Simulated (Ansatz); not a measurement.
Fields on a plane of WP2 (space group Cmc2_1)

```xyz
6
Lattice="1.5661 -5.5407 0.0000 1.5661 5.5407 0.0000 0.0000 0.0000 4.9314" Properties=species:S:1:pos:R:3 pbc="T T T"
P      1.5661     4.7648     1.8866
P      1.5661    -4.7648     4.3523
P      1.5661    -3.2921     0.9887
P      1.5661     3.2921     3.4544
W      1.5661     1.0336     2.4653
W      1.5661    -1.0336     4.9310
```

The slice is a (001) plane (indices of the conventional cell) through the point (0.593, 0.407, 1.000) (fractional), spanned by u = [110] and v = [1 -1 0] in vectors of this cell: u (3.13 Å) and v (11.08 Å, at 90° to u). It covers one period; positions are fractions (u, v).

Atoms on it: W at (0.00, 0.00); W at (0.50, 0.50). Other atoms lie within 1 Å of the plane.

Level of theory: LDA (plane waves to 420 eV, PAW, scalar-relativistic; Ansatz, a program for electronic structure). k mesh 15×15×10. Inside the PAW spheres the values are not all-electron values, and peaks at nuclei hang on which shells count as valence. Spin-orbit coupling is left out, though W is heavy. WP2 is run without spin polarisation. WP2 was relaxed with its symmetry unable to fall.

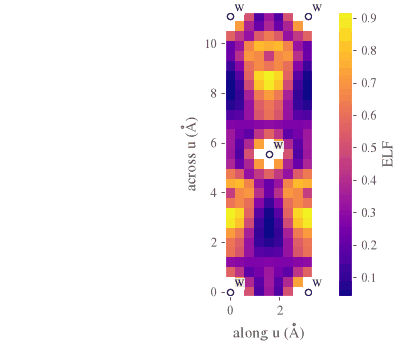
Electron localisation function (ELF), one period of the plane, atoms marked. Points within 0.4 Å of a nucleus are left white, as the pseudised field means little there.

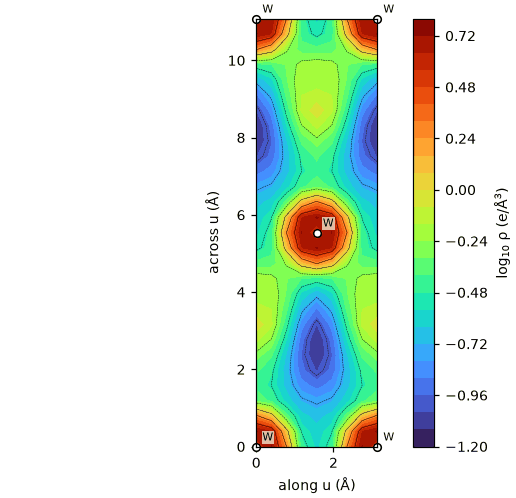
*Log₁₀ of the valence density in e/Å³, one period of the plane, atoms marked. The scale is logarithmic, as a density can span decades between atoms and voids.*
